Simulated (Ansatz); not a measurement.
**Fields on a plane of MoSe2 (2H-MoS2 type, space group P6_3/mmc)**

```yaml
crystal:
  lattice:
    - [3.22765, 0.00000, 0.00000]
    - [-1.61383, 2.79523, 0.00000]
    - [0.00000, 0.00000, 12.34574]
  atoms:
    - { symbol: Mo, position: [0.33333, 0.66667, 0.25000] }
    - { symbol: Mo, position: [0.66667, 0.33333, 0.75000] }
    - { symbol: Se, position: [0.33333, 0.66667, 0.61469] }
    - { symbol: Se, position: [0.66667, 0.33333, 0.11469] }
    - { symbol: Se, position: [0.66667, 0.33333, 0.38531] }
    - { symbol: Se, position: [0.33333, 0.66667, 0.88531] }
```

The slice is a (0001) plane (indices of the conventional cell) through the point (0.333, 0.667, 0.615) (fractional), spanned by u = [110] and v = [1 -1 0] in vectors of this cell: u (3.23 Å) and v (5.59 Å, at 90° to u). It covers one period; positions are fractions (u, v).

Atoms on it: Se at (0.00, 0.00); Se at (0.50, 0.50).

Computed with PBEsol-D3(BJ) (plane waves to 420 eV, PAW, scalar-relativistic; Ansatz, a quantum-chemistry and plane-wave program). k mesh 12×12×3. Near the nuclei the fields are pseudised (PAW); where an atom keeps semicore shells as valence, they peak there. MoSe2 is run without spin polarisation. MoSe2 was relaxed with its symmetry unable to fall. The PAW data are Ansatz's earlier set.

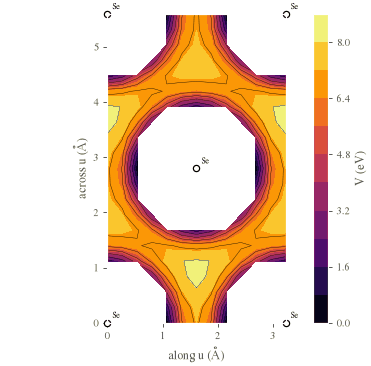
*Electrostatic potential energy of an electron, from the cell's mean, in eV, one period of the plane, atoms marked. Points within 1 Å of a nucleus are left white, as the pseudised field means little there. The zero, the cell's mean, hangs on the PAW cores.*

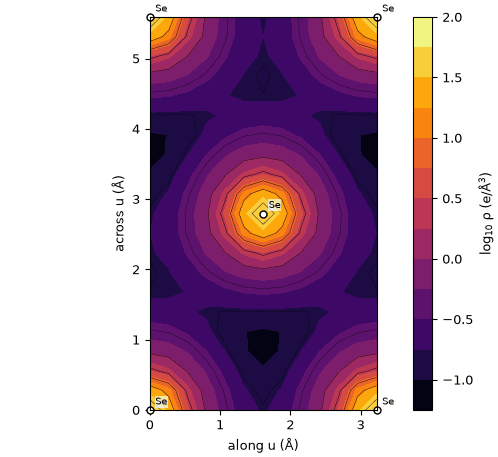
*Log₁₀ of the valence density in e/Å³, one period of the plane, atoms marked. The scale is logarithmic, as a density can span decades between atoms and voids.*
